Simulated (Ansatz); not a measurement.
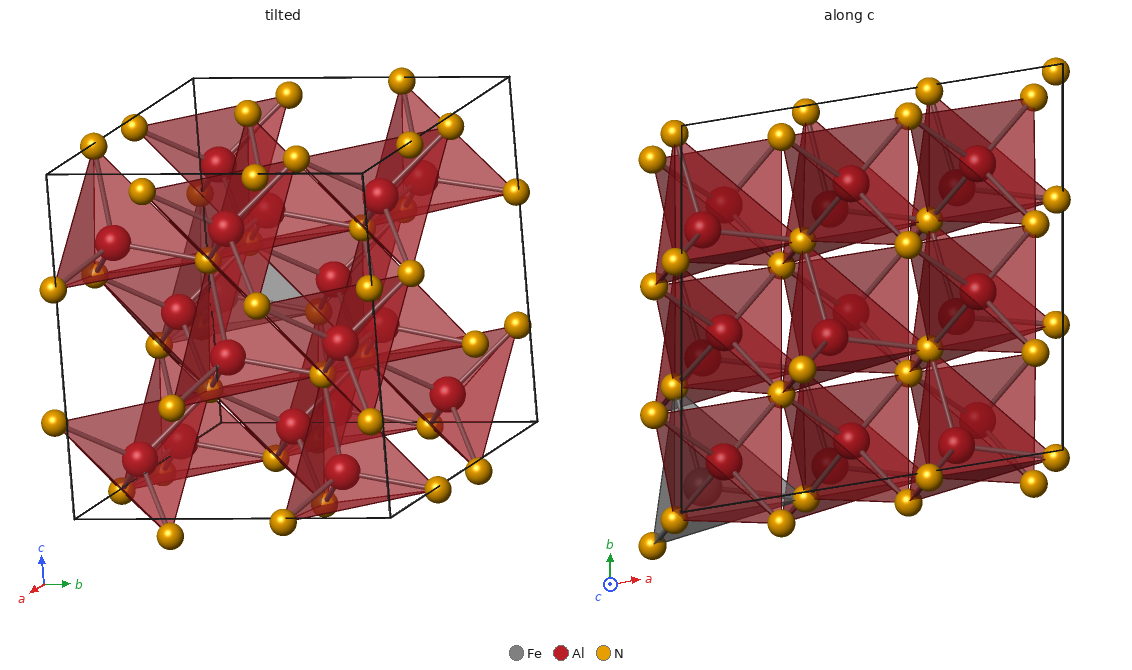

The structure above is drawn in polyhedral style and viewed slightly off an axis and along the c axis. Thin lines show the simulation cell, with boundary atoms drawn in all their periodic places. Some atoms of the next cells are drawn as well. Cell: a = 7.331 Å, b = 7.331 Å, c = 7.331 Å, α = 78.94°, β = 78.94°, γ = 78.94°.

- Formula: Al17FeN18.
- It takes space group R3m (No. 160) on a rhombohedral (trigonal R) lattice.
- With Z = 1, the cell contains 17 Al, 1 Fe, 18 N.
- The polyhedra are AlN4 tetrahedra and FeN4 tetrahedra; they share corners.
- About every Fe there are four N in a tetrahedral arrangement at about 2.0 Å. The coordination shell of Al holds four N in a tetrahedral arrangement at about 1.9 Å.
- The coordination, counted out to bonding distance, is N 4.
- The bonds build a three-dimensional framework.

The initial geometry was a structure listed in the Materials Project, repeated into a supercell with a point defect put in. The atoms were relaxed in a fixed cell with DFT r2SCAN, scalar-relativistic, plane waves, PAW in Ansatz.
